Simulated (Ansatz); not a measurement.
**Hf3H12O12: a changed input and its effect**

System: Hf3H12O12.
Method of the first run: RKS PBE-D4/def2-TZVP (Ansatz 0.2.0).

The geometry comes from this level: PBE-D4/def2-SVP. Text and figures count atoms from 1; the logs count them from 0 in places.

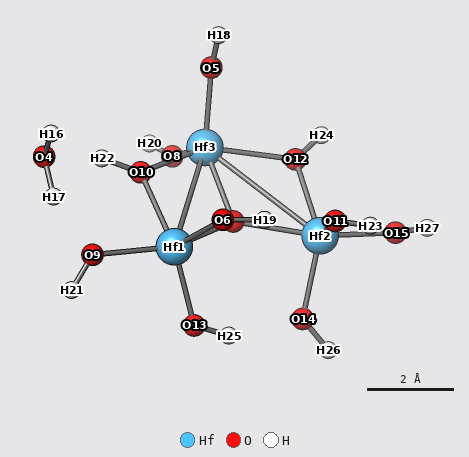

**Figure 1.** The structure (ball-and-stick view, seen at a tilt; atoms are numbered from 1 in the order of the input). Sticks mark near contacts.

### Input, the first run
```yaml
crystal:
  periodic: [false, false, false]
  atoms:
    - {symbol: Hf, position_ang: [-0.376749, 0.759374, -1.589382]}
    - {symbol: Hf, position_ang: [2.279801, 0.071040, 1.059690]}
    - {symbol: Hf, position_ang: [-1.096754, -0.678605, 1.435060]}
    - {symbol: O, position_ang: [-3.927326, -0.211009, -2.070574]}
    - {symbol: O, position_ang: [-1.588694, -2.561843, 1.495550]}
    - {symbol: O, position_ang: [0.686563, -0.660302, -2.422517]}
    - {symbol: O, position_ang: [0.349210, 0.335852, 0.358989]}
    - {symbol: O, position_ang: [-2.049068, 0.359762, 2.775184]}
    - {symbol: O, position_ang: [-1.894607, 1.263853, -2.879418]}
    - {symbol: O, position_ang: [-1.972861, -0.163110, -0.383756]}
    - {symbol: O, position_ang: [2.838737, -1.020465, -0.512313]}
    - {symbol: O, position_ang: [0.844070, -0.937533, 2.387777]}
    - {symbol: O, position_ang: [0.668047, 2.413533, -1.490837]}
    - {symbol: O, position_ang: [2.628054, 1.993691, 0.621384]}
    - {symbol: O, position_ang: [3.681992, -0.238237, 2.400086]}
    - {symbol: H, position_ang: [-3.839389, -1.017645, -2.611861]}
    - {symbol: H, position_ang: [-3.305383, 0.439816, -2.531241]}
    - {symbol: H, position_ang: [-1.620874, -3.485634, 1.217349]}
    - {symbol: H, position_ang: [1.540636, -0.913065, -1.995420]}
    - {symbol: H, position_ang: [-2.791819, 0.517147, 3.372517]}
    - {symbol: H, position_ang: [-1.987365, 2.093927, -3.376118]}
    - {symbol: H, position_ang: [-2.855834, -0.291293, -0.883501]}
    - {symbol: H, position_ang: [3.720383, -1.350627, -0.751129]}
    - {symbol: H, position_ang: [1.073507, -1.450020, 3.181136]}
    - {symbol: H, position_ang: [1.392813, 2.553555, -0.836008]}
    - {symbol: H, position_ang: [3.413259, 2.530667, 0.816148]}
    - {symbol: H, position_ang: [4.189643, -0.352828, 3.213195]}
basis:
  gaussian: {orbitals: def2-TZVP, fitting: {mean_field: def2-universal-jkfit}, initial_orbitals: start.molden}
hamiltonian: {xc: pbe, dispersion: d4}
scf: {omitted_lower_state_checks: [starts]}
output: {orbitals: {seedname: orbitals}}
```

Command:
```bash
ansatz run in.yaml --threads 2 --pin off --events-out ev --progress --plain --max-ram 22528MiB --backend cuda --devices 0, --max-vram 18GiB
```

Hardware: 2 CPU threads, shared host.

### Output (the first run)
```
Functional definition: PBE
  parameter kappa = 0.804
  parameter beta = 0.06672455060314922
  exchange = pbe_x(kappa = kappa, mu = beta*pi^2/3)
  correlation = pbe_c(beta = beta)
these checks for a lower state are left out or cut short: starts
1821 factors; integrals over basis functions are off by at most 8.8e-1 eV
mean field evaluation 1: about -28691.2643 eV, gradient 1.9e1 eV
mean field evaluation 2: about -28691.7693 eV, gradient 4.6e-1 eV
mean field evaluation 4: about -28691.7713 eV, gradient 1.5e-3 eV
mean field -28691.77126591 eV, -1054.4031460411 hartree, gradient 7.5e-6 eV, S^2 0.000000; 0 other end points of the search recorded, 0 dependent functions left out
reference -28691.77135230 eV, -1054.4031492160 hartree; 72, 72 occupied and 492, 492 virtual orbitals, 1821 factors
Total energy: -28692.50266345 eV, -1054.4300244049 hartree
Checks for a lower state left out: starts
```

The input of the second run differs as follows (lines with − go, lines with + come):
```diff
+total_charge: 1
+magnetization: {spin_polarized: true, initial_magnetization: 1}
```

Predict how the results change.

The two differ by one electron: at this geometry, removing it changes the energy by 8.65 eV. The HOMO goes from −6.22 to −10.61 eV. The LUMO goes from −1.17 to −10.67 eV.

### Output (the second run)
```
Functional definition: PBE
  parameter kappa = 0.804
  parameter beta = 0.06672455060314922
  exchange = pbe_x(kappa = kappa, mu = beta*pi^2/3)
  correlation = pbe_c(beta = beta)
these checks for a lower state are left out or cut short: starts
1821 factors; integrals over basis functions are off by at most 8.8e-1 eV
mean field evaluation 1: about -28682.4561 eV, gradient 1.3e1 eV
mean field evaluation 2: about -28683.0583 eV, gradient 9.6e-1 eV
mean field evaluation 4: about -28683.1223 eV, gradient 7.6e-1 eV
mean field evaluation 8: about -28683.1483 eV, gradient 8.5e-3 eV
mean field evaluation 16: about -28683.1483 eV, gradient 2.3e-4 eV
mean field -28683.14826831 eV, -1054.0862567240 hartree, gradient 2.6e-6 eV, S^2 0.752430; 0 other end points of the search recorded, 0 dependent functions left out
reference -28683.14834682 eV, -1054.0862596094 hartree; 72, 71 occupied and 492, 493 virtual orbitals, 1821 factors
Total energy: -28683.85143821 eV, -1054.1120977414 hartree
Checks for a lower state left out: starts
```

### The two runs side by side

```csv
quantity,the first run,the second run
outcome,converged,converged
total energy (hartree),−1054.430024,−1054.112098
HOMO (eV),−6.22,−10.61
LUMO (eV),−1.17,−10.67
basis functions,564,564
⟨S²⟩,–,0.752
wall time (shared host),3.1 s,13 s
```
